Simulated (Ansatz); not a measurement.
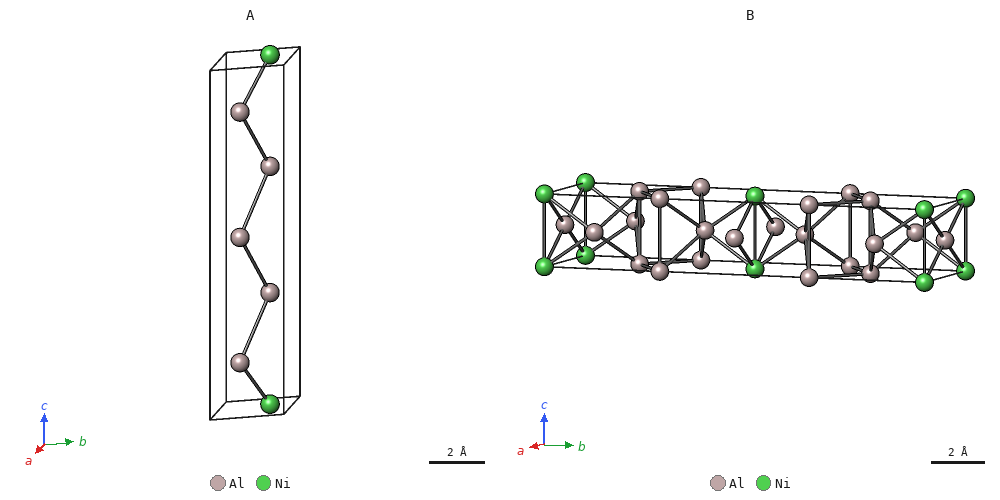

Two structures of Al$_{5}$Ni, each relaxed to rest (conventional cells in solid outline, small ones repeated, not to one scale). Method: DFT PBE, scalar-relativistic, plane waves, PAW (Ansatz 0.2.0), without spin polarisation (spin-restricted runs, not always the ground states).

**What are the two structures?**

A: 6 atoms a cell on a primitive hexagonal lattice, P-6m2. B: 12 atoms a cell on a base-centred orthorhombic lattice, Cmmm.

**Which has the lower energy, and by how much?**

B is lower, by 39 meV/atom at this level of theory (energies at zero smearing). Volumes: A 15.2, B 15.5 Å³/atom.

One or both may be structure types tried for this composition rather than known phases.
